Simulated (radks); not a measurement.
**Xe⁺: atomic calculation**

- system: Xe⁺ (Z = 54, 53 electrons) in the configuration [Kr] 4d10 5s2 5p5.
- method: scalar-relativistic Kohn-Sham, BLYP, spin-unpolarised, spherical densities, finite nucleus (the in-house radial solver radks)

Input:
```
Z 54
configuration [Kr] 4d10 5s2 5p5
relativity scalar-relativistic
functional b88,lyp
spin unpolarised
nucleus finite rms 4.7859 fm
c 137.035999084
```

Energies in input and log are in hartree, lengths in bohr (the nuclear radius in fm).

The program's output:
```
1s      1   2.0000       -1263.64099626
2s      1   2.0000        -196.97509801
2p      1   6.0000        -176.80346976
3s      1   2.0000         -40.57021404
3p      1   6.0000         -34.05540672
3d      1  10.0000         -24.38796244
4s      1   2.0000          -7.61371629
4p      1   6.0000          -5.55008276
4d      1  10.0000          -2.54245911
5s      1   2.0000          -1.06300262
5p      1   5.0000          -0.61816130
Etot -7447.262886479457
Ekin 7831.386918449677
Encl -18004.87380640787
Eh 2913.1618065516436
Exc -186.93780507290492
err 1.0617445417364576e-08
it 15
```

Slater integrals of the outer shells (hartree):

| integral | value |
| --- | --- |
| F0(5p,5p) | 0.4111 |
| F2(5p,5p) | 0.2198 |
| F0(5p,5s) | 0.4460 |
| G1(5p,5s) | 0.2931 |
| F0(5p,4d) | 0.5182 |
| F2(5p,4d) | 0.1406 |
| G1(5p,4d) | 0.0422 |
| G3(5p,4d) | 0.0395 |

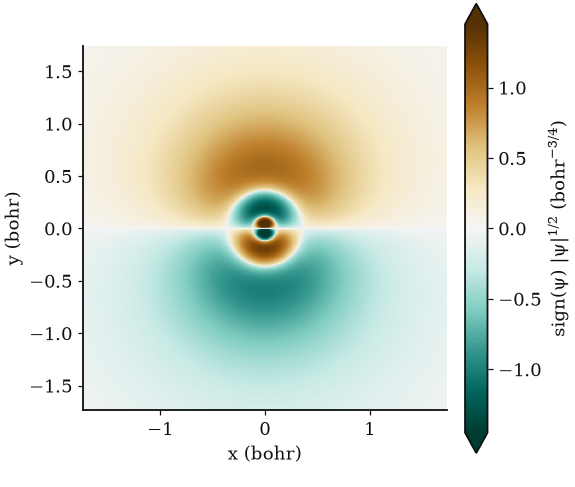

*The 4p(y) orbital. The radial function comes from the spherical calculation and is multiplied by a real spherical harmonic; the overall sign is chosen so that the largest lobe of P(r) is positive; at the scalar-relativistic level it is the large component. In the xy plane through the nucleus, the colour gives the signed square root of ψ.*

It has the nodal plane xz and 2 radial nodes, at r = 0.118 and 0.364 bohr. The outermost maximum of P² lies at 0.693 bohr, ⟨r⟩ = 0.765 bohr, 90 % of the charge lies within 1.12 bohr, and the eigenvalue is −151.0 eV, with 6 electrons in the shell.

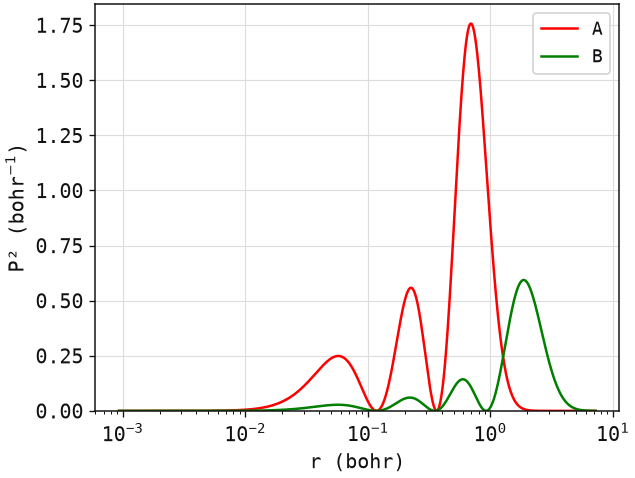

*The radial probability densities P² of 5p and 4p.*

A is 4p; B is 5p. 4p: outer maximum at 0.693 bohr, ⟨r⟩ = 0.765 bohr, 2 nodes, eigenvalue −151.0 eV; 5p: outer maximum at 1.87 bohr, ⟨r⟩ = 2.19 bohr, 3 nodes, eigenvalue −16.8 eV.

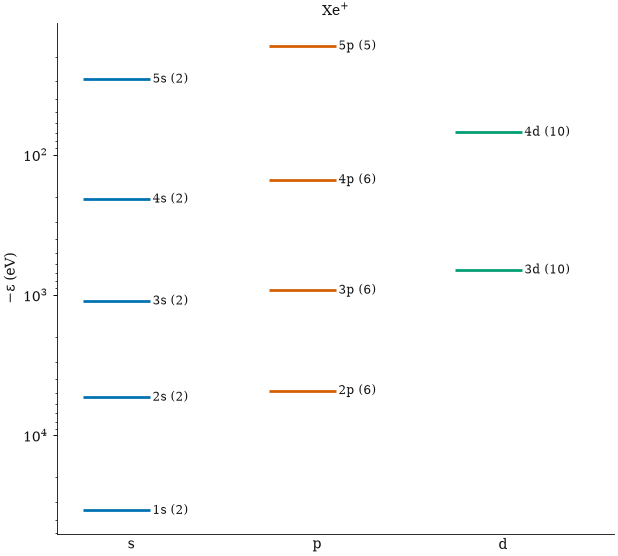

*All occupied levels, on a logarithmic scale of binding energy, are drawn by angular momentum (occupations in brackets).*

The highest occupied level is 5p at −16.8 eV. The highest 4 occupied levels, from the top down, are 5p (−16.8 eV), 5s (−28.9 eV), 4d (−69.2 eV), 4p (−151.0 eV). The semi-empirical ionisation energy (NIST) is 21.0 eV; minus the highest level, 16.8 eV, lies 20 % below it, as is usual for a semilocal functional, whose potential decays too fast.

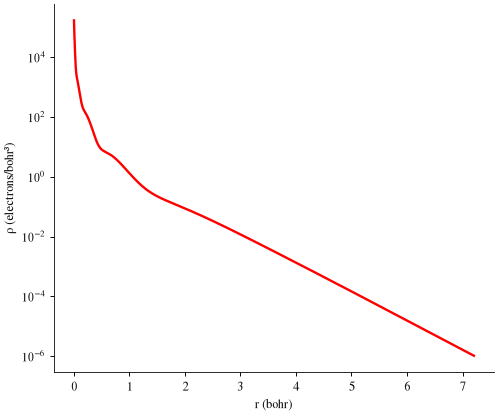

*The electron density ρ(r) on a logarithmic scale.*

The density falls from 170000 electrons/bohr³ at the inner end (r = 0.00093 bohr) to 0.001 at r = 4.13 bohr, a common measure of the size of an atom or ion. The steps in the slope mark the shells; the radial density has its minima at 0.036, 0.15 and 0.49 bohr.

Key numbers:

| quantity | value |
| --- | --- |
| outcome | converged |
| total energy | −7447.2629 hartree |
| kinetic energy | 7831.3869 hartree |
| electron–nucleus energy | −18004.8738 hartree |
| Hartree energy | 2913.1618 hartree |
| exchange–correlation energy | −186.937805 hartree |
| radius at density 0.001 e/bohr³ | 4.13 bohr |
| SCF iterations | 15 |
| hardware | 1 CPU thread, shared host |
